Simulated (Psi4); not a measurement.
# PW6B95/def2-TZVP (density fitting, core potential) run of C2H3In (InH2(CCH))

What is the energy change on altering one bond length of C2H3In (InH2(CCH)) at PW6B95/def2-TZVP (density fitting, core potential)? 

The results are computed with Psi4 1.11.

3 further runs of the same task are left out: 2 that didn't finish, 1 set aside as unsound or not needed.

## Step 1: The structure to begin with

The species is C2H3In (6 atoms), meant as a singlet with charge 0. SMILES: `[H][In]([H])[C]#C`. The shape comes from GFN2-xTB, which is rough for such elements, and wasn't checked as a minimum.

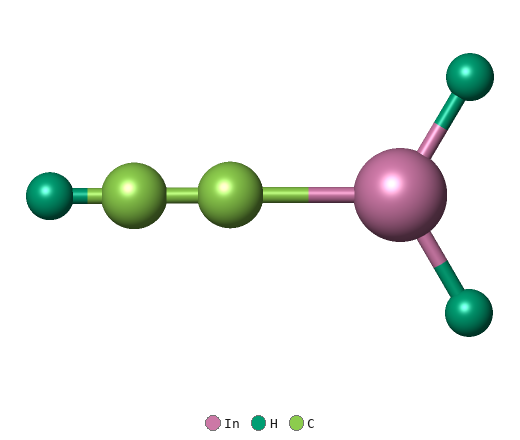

Viewed from a chosen angle; indium pink, hydrogen teal, carbon green.

## Step 2: Energy and gradient at PW6B95/def2-TZVP (density fitting, core potential)

Input file c2h3in.dat:

```
memory 1.6 GB

molecule {
  0 1
  In
  H 1 r2
  H 1 r3 2 a3
  C 1 r4 2 a4 3 d4
  C 4 r5 2 a5 1 d5
  H 5 r6 2 a6 1 d6

  r2 = 1.720517
  r3 = 1.721561
  a3 = 119.29534
  r4 = 2.133969
  a4 = 120.30841
  d4 = 179.44055
  r5 = 1.206188
  a5 = 153.09105
  d5 = 179.34808
  r6 = 1.056708
  a6 = 160.46037
  d6 = 179.08448
  units angstrom
  no_reorient
  no_com
}

set {
  basis def2-TZVP
  reference rks
}

gradient("pw6b95")
```

Started as:

```sh
$ psi4 c2h3in.dat c2h3in.out -n 1
```

c2h3in.out:

```text
[...]
    !!!  WARNING: ECP capability is in beta. Please check occupations closely.  !!!
[...]
  Running in c1 symmetry.
[...]
  Nuclear repulsion =   90.539869560594056
[...]
  Multiplicity = 1
[...]
  Nalpha       = 18
  Nbeta        = 18
[...]
    Number of basis functions: 130
[...]
   @DF-RKS iter   1:  -267.93666809462638   -1.07970e+00   6.46109e-03 ADIIS/DIIS
[...]
   @DF-RKS iter  11:  -268.29359483069760   -1.53477e-11   4.76616e-09 DIIS
[...]
    Orbital Energies [Eh]
    ---------------------
    Doubly Occupied:
       1A    -10.285277     2A    -10.281007     3A     -4.738745
       4A     -3.141590     5A     -3.128825     6A     -3.128582
       7A     -0.811799     8A     -0.803918     9A     -0.803134
      10A     -0.801634    11A     -0.799630    12A     -0.756368
      13A     -0.554383    14A     -0.462856    15A     -0.349515
      16A     -0.320855    17A     -0.300039    18A     -0.288104
[...]
  @DF-RKS Final Energy:  -268.29359483069760
   => Energetics <=
    Nuclear Repulsion Energy =             90.5398695605940560
    One-Electron Energy =                -618.8202522191236312
    Two-Electron Energy =                 281.2194398359098955
    DFT Exchange-Correlation Energy =     -21.2326520080778991
    Empirical Dispersion Energy =           0.0000000000000000
    VV10 Nonlocal Energy =                  0.0000000000000000
    Total Energy =                       -268.2935948306975433
[...]
 Multipole Moments:
 ------------------------------------------------------------------------------------
     Multipole            Electronic (a.u.)      Nuclear  (a.u.)        Total (a.u.)
 ------------------------------------------------------------------------------------
 L = 1.  Multiply by 2.5417464519 to convert [e a0] to [Debye]
 Dipole X            :         -0.3688207            0.3645055           -0.0043152
 Dipole Y            :         29.7462340          -29.6724497            0.0737843
 Dipole Z            :         17.2847410          -17.2386514            0.0460896
 Magnitude           :                                                    0.0871033
[...]
  -Total Gradient:
     Atom            X                  Y                   Z
    ------   -----------------  -----------------  -----------------
       1       -0.000395606144     0.003877276480     0.002566644751
       2        0.000115788990     0.002871389667     0.001303042393
       3        0.000115351295     0.002757405197     0.001750859904
       4        0.000175346827    -0.009610899266    -0.005924189326
       5       -0.000040867056    -0.003289481739    -0.001534078272
       6        0.000023577962     0.003272487486     0.001765437480
[...]
```

It took 14 s on 1 thread of Intel Xeon 6975P-C (Granite Rapids), shared host; peak memory 1.2 GiB.

## Step 3: The distorted shape at the same level

Input file job.dat:

```
memory 1.6 GB

molecule system {
  0 1
  In
  H 1 1.720517
  H 1 1.721561 2 119.29534
  C 1 2.133969 2 120.30841 3 179.44055
  C 4 1.206188 2 153.09105 1 179.34808
  H 5 0.950999 2 160.46037 1 179.08445
  no_reorient
  no_com
}

set reference rks

E = gradient("pw6b95/def2-TZVP")
print_variables()
```

Started as:

```sh
$ psi4 -i job.dat -o job.out -n 1
```

job.out:

```text
[...]
    !!!  WARNING: ECP capability is in beta. Please check occupations closely.  !!!
[...]
  Running in c1 symmetry.
[...]
  Nuclear repulsion =   91.008536523773273
[...]
  Multiplicity = 1
[...]
  Nalpha       = 18
  Nbeta        = 18
[...]
    Number of basis functions: 130
[...]
   @DF-RKS iter   1:  -267.94869014235735   -1.05553e+00   6.24564e-03 ADIIS/DIIS
[...]
   @DF-RKS iter  11:  -268.28244429178346   -1.61435e-11   4.99094e-09 DIIS
[...]
    Orbital Energies [Eh]
    ---------------------
    Doubly Occupied:
       1A    -10.282213     2A    -10.274975     3A     -4.739112
       4A     -3.141961     5A     -3.129189     6A     -3.128947
       7A     -0.812194     8A     -0.804288     9A     -0.803503
      10A     -0.802059    11A     -0.799993    12A     -0.759836
      13A     -0.581273    14A     -0.464574    15A     -0.350193
      16A     -0.321276    17A     -0.300729    18A     -0.288713
[...]
  @DF-RKS Final Energy:  -268.28244429178346
   => Energetics <=
    Nuclear Repulsion Energy =             91.0085365237732731
    One-Electron Energy =                -619.6548746146092981
    Two-Electron Energy =                 281.6286653243034266
    DFT Exchange-Correlation Energy =     -21.2647715252508895
    Empirical Dispersion Energy =           0.0000000000000000
    VV10 Nonlocal Energy =                  0.0000000000000000
    Total Energy =                       -268.2824442917834631
[...]
 Multipole Moments:
 ------------------------------------------------------------------------------------
     Multipole            Electronic (a.u.)      Nuclear  (a.u.)        Total (a.u.)
 ------------------------------------------------------------------------------------
 L = 1.  Multiply by 2.5417464519 to convert [e a0] to [Debye]
 Dipole X            :         -0.3670867            0.3621780           -0.0049086
 Dipole Y            :         29.6506271          -29.5437783            0.1068488
 Dipole Z            :         17.2294287          -17.1641635            0.0652652
 Magnitude           :                                                    0.1253009
[...]
  -Total Gradient:
     Atom            X                  Y                   Z
    ------   -----------------  -----------------  -----------------
       1       -0.000393790316     0.003741048564     0.002489959298
       2        0.000115695678     0.002874129450     0.001320641133
       3        0.000115263740     0.002773571886     0.001744054241
       4        0.000150483345    -0.007837733521    -0.004929847998
       5        0.001775720312    -0.104835370437    -0.060257176852
       6       -0.001769833565     0.103162282041     0.059559869949
[...]
```

Run time: 14 s. Hardware: 1 thread of Intel Xeon 6975P-C (Granite Rapids), shared host; peak memory 1.2 GiB.

## Step 4: Summary of results

Level: PW6B95/def2-TZVP (density fitting, core potential).

| quantity | value |
| --- | --- |
| first shape: total energy | -268.29359 Eh |
| first shape: dipole moment | 0.22 D |
| first shape: HOMO energy | -7.84 eV |
| first shape: LUMO energy | -2.01 eV |
| first shape: HOMO–LUMO gap | 5.83 eV |
| first shape: largest force on an atom | 0.581 eV/Å |
| distorted shape: total energy | -268.28244 Eh |
| distorted shape: dipole moment | 0.32 D |
| distorted shape: HOMO energy | -7.86 eV |
| distorted shape: LUMO energy | -2.02 eV |
| distorted shape: HOMO–LUMO gap | 5.83 eV |
| distorted shape: largest force on an atom | 6.219 eV/Å |
| energy change with the C5–H6 bond shortened from 1.057 to 0.951 Å | 0.303 eV |

**Reading.** With the C5–H6 bond shortened from 1.057 to 0.951 Å the energy rises by 0.30 eV (29.3 kJ/mol). The first shape isn't relaxed at this level, so the change isn't measured from a minimum. The largest force (first shape) is 0.58 eV/Å: the shape isn't a stationary point for this species at this level.
